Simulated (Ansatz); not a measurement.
CH₄B₂

```xyz
7

B    -0.9284   -0.3403   -0.4182
B     0.4097    0.3736   -0.7975
C     0.0377   -0.1718    0.6895
H    -2.0200   -0.8097   -0.5452
H     1.3734    0.9339   -1.2548
H     0.1240   -0.4008    1.7659
H     1.0647    0.3471    0.5144
```

Level of theory: RKS PBE/cc-pVDZ in Ansatz.

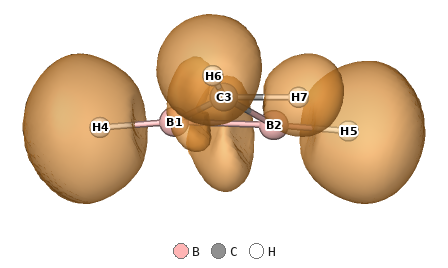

Figure 1. Isosurface of the electron localisation function at 0.85 (orange), seen from one side. Core shells and regions of very low density are left out.

Q: Where are the electrons localised?

A: The ELF exceeds this value in one region between bonded B–C atoms (shared pairs), four regions around hydrogen nuclei and one region on B in which the atom's valence shell and bonds are merged. Profiles from the grid: C–B (1.48 Å): the ELF peaks at about 0.90 between the atoms, as expected for localised, covalent bonding. B–B (1.56 Å): the ELF peaks at about 0.85 between the atoms: a covalent bond.

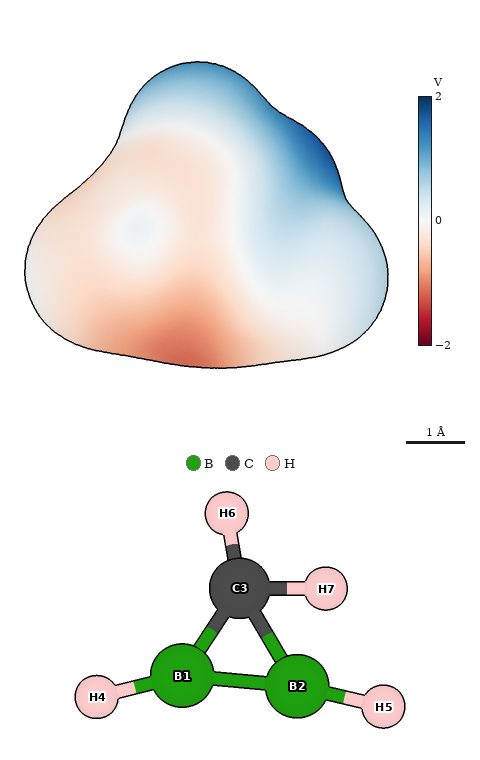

Figure 2. The molecular electrostatic potential painted on the density surface at 0.002 e/bohr³, seen at a tilt; the colour scale runs from red (negative) to blue (positive). The bare structure is drawn below in the same view.

Q: Which sites attract a positive test charge, and which a negative one?

A: A positive charge is drawn to the negative regions and a negative charge to the positive ones. The most negative region (about −1.1 V) lies over H4, the most positive (about +1.8 V) over H7.

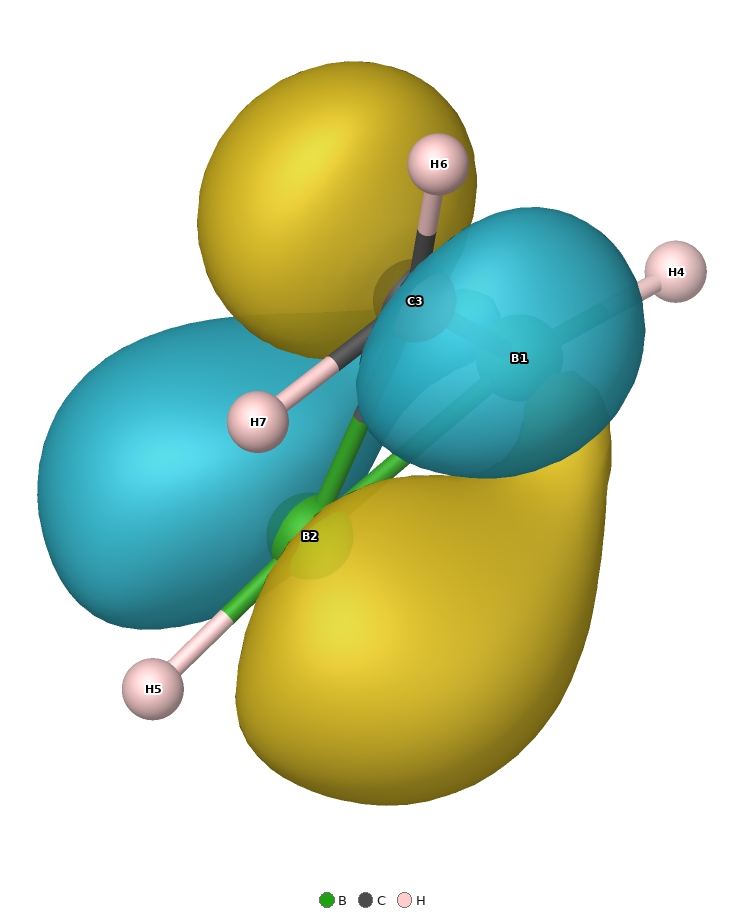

Figure 3. The LUMO at ±0.15 Å⁻³ᐟ² (yellow and cyan are the two phases), seen at an oblique angle.

Q: Describe this orbital and give its energy.

A: It lies mainly on B2 (about 40 %), C3 (about 35 %) and B1 (about 15 %); it changes sign across the molecular plane (π type); π-bonding across B1–B2; π-antibonding (a node) across B1–C3 and B2–C3. Its energy is −1.61 eV.

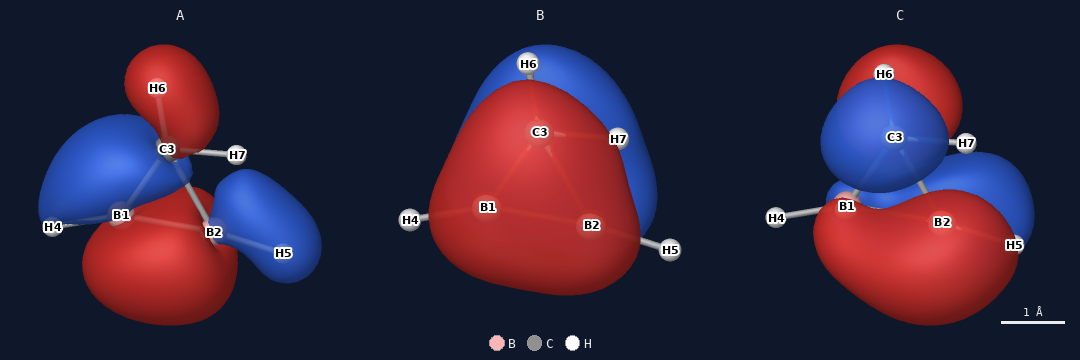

Figure 4. Three frontier orbitals at ±0.1 Å⁻³ᐟ² (blue and red are the two phases), in no order.

Q: Order the three orbitals by energy and name them.

A: B is the HOMO−1 (−7.23 eV). It lies mainly on C3 (about 45 %), B2 (about 25 %) and B1 (about 25 %); it changes sign across the molecular plane (π type); π-bonding across B1–B2, B1–C3 and B2–C3. A is the HOMO (−6.19 eV). Its weight (Hirshfeld) is mainly on B1 (about 40 %), B2 (about 30 %) and C3 (about 20 %); it is symmetric in the molecular plane (an in-plane orbital: σ, lone-pair or in-plane π type). C is the LUMO (−1.61 eV). It lies mainly on B2 (about 40 %), C3 (about 35 %) and B1 (about 15 %); it changes sign across the molecular plane (π type); π-bonding across B1–B2; π-antibonding (a node) across B1–C3 and B2–C3.

Q: What is the HOMO–LUMO gap?

A: 4.58 eV between the orbital energies.
